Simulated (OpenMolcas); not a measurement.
# CH5GaO2 (SMILES [CH3][Ga]([OH])[OH]) at 6 levels

We compute a comparison of 6 runs (HF/cc-pVDZ, B3LYP/cc-pVDZ, TPSS/cc-pVDZ, r2SCAN/cc-pVDZ, MP2/cc-pVDZ, CCSD(T)/cc-pVDZ) of CH5GaO2. 

The calculation is run with OpenMolcas 26.06.

1 further run of the same task is left out (set aside as unsound or not needed).

### Step 1. The structure to begin with

CH5GaO2 has 9 atoms, charge 0, and is taken as a singlet. SMILES: `[CH3][Ga]([OH])[OH]`. One bond was lengthened or shortened from a relaxed shape.

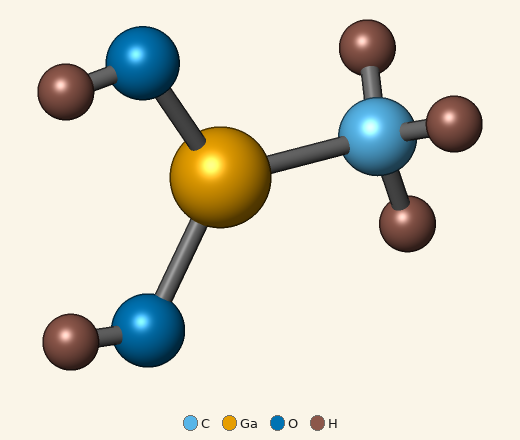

The structure, seen from a chosen angle (carbon blue, gallium amber, oxygen blue, hydrogen brown).

### Step 2. A single-point energy at HF/cc-pVDZ (run 1)

File geom.xyz:

```xyz
9

C      0.121452     0.848032    -1.263735
Ga    -0.040348    -0.072968     0.436765
O      0.219852    -1.840068     0.565065
O     -0.453748     0.814232     1.936665
H      0.259800     0.024500    -2.197900
H      0.987252     1.512332    -1.246235
H     -0.764648     1.457332    -1.446935
H      0.123152    -2.207068     1.445465
H     -0.508748     0.277032     2.728865
```

File mol.input:

```
>>> EXPORT MOLCAS_PRINT=2
&GATEWAY
BasLib=$CurrDir
Coord=geom.xyz
Basis=cc-pVDZ
Group=NoSym
&SEWARD
&SCF
Thresholds=1e-10 1e-07 1e-07 1e-05
PrOrbitals=1
```

The basis set cc-pVDZ is read from a file made from the Basis Set Exchange's data (not shown).

On the command line:

```bash
$ export MOLCAS_MEM=1860
$ pymolcas mol.input > mol.log
```

Standard output:

```text
--- Start Module: gateway ---
[...]
--- Stop Module: gateway /rc=_RC_ALL_IS_WELL_ ---
--- Start Module: seward ---
[...]
      Basis functions           94
--- Stop Module: seward /rc=_RC_ALL_IS_WELL_ ---
[...]
--- Start Module: scf ---
[...]
       Convergence after  14 Iterations
[...]
::    Total SCF energy                              -2113.7805998860
[...]
      Total spin, S                                     0.0000000000
[...]
      Total electronic charge=   58.000000
      Total            charge=   -0.000000
[...]
      Dipole Moment (debye):
      Origin of the operator (angstrom)=   -0.0421   -0.0864    0.4598
                   X= -6.6311E-02               Y= -2.8754E-01               Z=  7.9113E-01           Total=  8.4438E-01
      Quadrupole Moment (debye*angstrom):
[...]
--- Stop Module: scf /rc=_RC_ALL_IS_WELL_ ---
[...]
```

It took 14 s on 1 thread of Intel Xeon Platinum 8259CL at 2.50GHz (Skylake/Cascade Lake), shared host; peak memory 0.52 GiB.

### Step 3. The energy at B3LYP/cc-pVDZ (run 2)

File mol.xyz:

```xyz
9

C      0.121452     0.848032    -1.263735
Ga    -0.040348    -0.072968     0.436765
O      0.219852    -1.840068     0.565065
O     -0.453748     0.814232     1.936665
H      0.259800     0.024500    -2.197900
H      0.987252     1.512332    -1.246235
H     -0.764648     1.457332    -1.446935
H      0.123152    -2.207068     1.445465
H     -0.508748     0.277032     2.728865
```

File mol.inp:

```
* CH5GaO2 Kohn-Sham DFT

&GATEWAY
  BasLib = $CurrDir
  Coord = mol.xyz
  Basis = cc-pVDZ
  Group = NoSym

&SEWARD
  GridInput
  Grid=UltraFine
  End of Grid

&SCF
  KSDFT = B3LYP
  Thresholds = 1e-10 1e-07 1e-07 1e-05
  PrOrbitals = 1 2
```

The basis set cc-pVDZ is read from a file made from the Basis Set Exchange's data (not shown).

On the command line:

```bash
$ export MOLCAS_MEM=1860
$ pymolcas mol.inp > mol.log
```

Standard output:

```text
--- Start Module: gateway ---
[...]
--- Stop Module: gateway /rc=_RC_ALL_IS_WELL_ ---
--- Start Module: seward ---
[...]
      Basis functions           94
--- Stop Module: seward /rc=_RC_ALL_IS_WELL_ ---
[...]
--- Start Module: scf ---
[...]
       Convergence after  14 Iterations
[...]
::    Total KS-DFT energy                           -2116.4902005424
[...]
      Total spin, S                                     0.0000000000
[...]
      Total electronic charge=   58.000000
      Total            charge=   -0.000000
[...]
      Dipole Moment (debye):
      Origin of the operator (angstrom)=   -0.0421   -0.0864    0.4598
                   X= -5.8589E-02               Y= -2.9418E-01               Z=  7.4150E-01           Total=  7.9988E-01
      Quadrupole Moment (debye*angstrom):
[...]
--- Stop Module: scf /rc=_RC_ALL_IS_WELL_ ---
[...]
```

Wall time 42 s (1 thread of Intel Xeon Platinum 8259CL at 2.50GHz (Skylake/Cascade Lake), shared host); peak memory 0.52 GiB.

Runs 3 to 4 aren't shown in full; the table further down has their settings and results.

### Step 4. The energy at MP2/cc-pVDZ (run 5)

File input.xyz:

```xyz
9

C      0.121452     0.848032    -1.263735
Ga    -0.040348    -0.072968     0.436765
O      0.219852    -1.840068     0.565065
O     -0.453748     0.814232     1.936665
H      0.259800     0.024500    -2.197900
H      0.987252     1.512332    -1.246235
H     -0.764648     1.457332    -1.446935
H      0.123152    -2.207068     1.445465
H     -0.508748     0.277032     2.728865
```

File test.input:

```
>>> EXPORT MOLCAS_PRINT=2

&GATEWAY
  BasLib = $CurrDir
  Coord = input.xyz
  Basis = cc-pVDZ
  Group = NoSym

&SEWARD

&SCF
  Thresholds = 1e-10 1e-07 1e-07 1e-05
  PrOrbitals = 1 1

&MBPT2
  Frozen = 12
```

The basis set cc-pVDZ is read from a file made from the Basis Set Exchange's data (not shown).

On the command line:

```bash
$ export MOLCAS_MEM=1860
$ pymolcas test.input > test.log
```

Standard output:

```text
--- Start Module: gateway ---
[...]
--- Stop Module: gateway /rc=_RC_ALL_IS_WELL_ ---
[...]
      Basis functions           94
[...]
--- Start Module: scf ---
[...]
       Convergence after  14 Iterations
[...]
::    Total SCF energy                              -2113.7805998860
[...]
      Total spin, S                                     0.0000000000
[...]
      Total electronic charge=   58.000000
      Total            charge=   -0.000000
[...]
      Dipole Moment (debye):
      Origin of the operator (angstrom)=   -0.0421   -0.0864    0.4598
                   X= -6.6311E-02               Y= -2.8754E-01               Z=  7.9113E-01           Total=  8.4438E-01
      Quadrupole Moment (debye*angstrom):
[...]
--- Stop Module: scf /rc=_RC_ALL_IS_WELL_ ---
[...]
--- Start Module: mbpt2 ---
[...]
WARNING!
Default frozen orbitals as non valence orbitals is overwritten by user input.
Default values:  17
[...]
       Reference weight ( Cref**2 )         =        0.84019
::    Total MBPT2 energy                            -2114.3964134798
[...]
      Total MBPT2 calculations                           0.51      0.61
--- Stop Module: mbpt2 /rc=_RC_ALL_IS_WELL_ ---
[...]
```

Wall time 17 s (1 thread of Intel Xeon Platinum 8259CL at 2.50GHz (Skylake/Cascade Lake), shared host); peak memory 0.52 GiB.

### Step 5. The energy at CCSD(T)/cc-pVDZ (run 6)

input.xyz is that of step 4.

File job.inp:

```
* CH5GaO2 CCSD(T)
&GATEWAY
BasLib
$CurrDir
Coord
input.xyz
Basis
cc-pVDZ
Group
NoSym
&SEWARD
&SCF
Thresholds
1e-10 1e-07 1e-07 1e-05
PrOrbitals
1
&RASSCF
FileOrb
$Project.ScfOrb
Spin
1
Nactel
0 0 0
Inactive
29
Ras2
0
OutOrbitals
Canonical
OrbListing
Few
&MOTRA
JobIph
Frozen
12
&CCSDT
CCT
Triples
2
Iterations
80
Accuracy
1e-08
Extrapolation
5 4
```

The basis set cc-pVDZ is read from a file made from the Basis Set Exchange's data (not shown).

On the command line:

```bash
$ export MOLCAS_MEM=1860
$ pymolcas job.inp > job.log
```

Standard output:

```text
--- Start Module: gateway ---
[...]
--- Stop Module: gateway /rc=_RC_ALL_IS_WELL_ ---
[...]
      Basis functions           94
[...]
       Convergence after  14 Iterations
[...]
::    Total SCF energy                              -2113.7805998860
[...]
      Total spin, S                                     0.0000000000
[...]
      Number of active orbitals                  0
[...]
      Spin quantum number                      0.0
[...]
      Active orbitals                            0
[...]
      Number of CSFs                             1
[...]
      Number of root(s) required                 1
[...]
      Convergence after  4 iterations
[...]
      Natural orbitals and occupation numbers for root  1
      ************************************************************************************************************************
      *                                                    Final results                                                     *
      ************************************************************************************************************************
[...]
::    RASSCF root number  1 Total energy:  -2113.78059989
[...]
      Total electronic charge=   58.000000
      Total            charge=   -0.000000
[...]
      Dipole Moment (debye):
      Origin of the operator (angstrom)=   -0.0421   -0.0864    0.4598
                   X= -6.6311E-02               Y= -2.8754E-01               Z=  7.9113E-01           Total=  8.4438E-01
      Quadrupole Moment (debye*angstrom):
[...]
--- Start Module: motra ---
[...]
      *** WARNING: Default frozen orbitals is overwritten by user input.
      *** Default values:  17
[...]
--- Stop Module: motra /rc=_RC_ALL_IS_WELL_ ---
[...]
--- Start Module: ccsdt ---
[...]
      Convergence after                    15  Iterations
      Total energy (diff) :   -2114.42571981       0.00000000
[...]
 METHOD                       : CCSD+T(CCSD)+<T3(1)WT1> = CCSD(T)
[...]
       CCSD     =     -2114.4257198083819
[...]
--- Stop Module: ccsdt /rc=_RC_ALL_IS_WELL_ ---
[...]
```

Wall time 2.7 min (1 thread of Intel Xeon Platinum 8259CL at 2.50GHz (Skylake/Cascade Lake), shared host); peak memory 0.52 GiB.

### Step 6. The series

```csv
run,level,integration grid,frozen core orbitals,energy (Eh),dipole moment (D) of the reference,HOMO energy (eV),LUMO energy (eV),wall time
1,HF/cc-pVDZ,–,–,-2113.780600,0.84,-11.96,2.98,14 s
2,B3LYP/cc-pVDZ,UltraFine,–,-2116.490201,0.80,-7.85,-0.24,42 s
3,TPSS/cc-pVDZ,UltraFine,–,-2116.456363,0.84,-6.55,-0.64,77 s
4,r2SCAN/cc-pVDZ,UltraFine,–,-2116.331602,0.80,-6.86,-0.41,66 s
5,MP2/cc-pVDZ,–,12,-2114.396413,0.84,-11.96,2.98,17 s
6,CCSD(T)/cc-pVDZ,–,12,-2114.442254,0.84,-11.96,2.98,2.7 min
```

### Step 7. Results

| quantity | value |
| --- | --- |
| run 6: total energy | -2114.44225 Eh |
| run 6: dipole moment (mean-field density) | 0.84 D |
| run 6: HOMO energy (Hartree–Fock orbitals) | -11.96 eV |
| run 6: LUMO energy (Hartree–Fock orbitals) | 2.98 eV |
| run 6: HOMO–LUMO gap (Hartree–Fock orbitals) | 14.93 eV |
| run 6: correlation energy (12 core orbitals frozen) | -661.7 mEh |
| run 6: (T) correction | -16.53 mEh |

**Reading.** Below the HF energy at the same shape and in the same basis (cc-pVDZ): MP2 -615.8 mEh; CCSD(T) -661.7 mEh. Over runs 1, 2, 3, 4 the dipole moment (its size) runs from 0.80 D (r2SCAN/cc-pVDZ) to 0.84 D (HF/cc-pVDZ). Over runs 1, 2, 3, 4 the HOMO–LUMO gap runs from 5.92 eV (TPSS/cc-pVDZ) to 14.93 eV (HF/cc-pVDZ). Exact exchange widens orbital gaps. Totals of different functionals can't be ranked against each other. All runs together took 6.3 min, the longest 2.7 min.
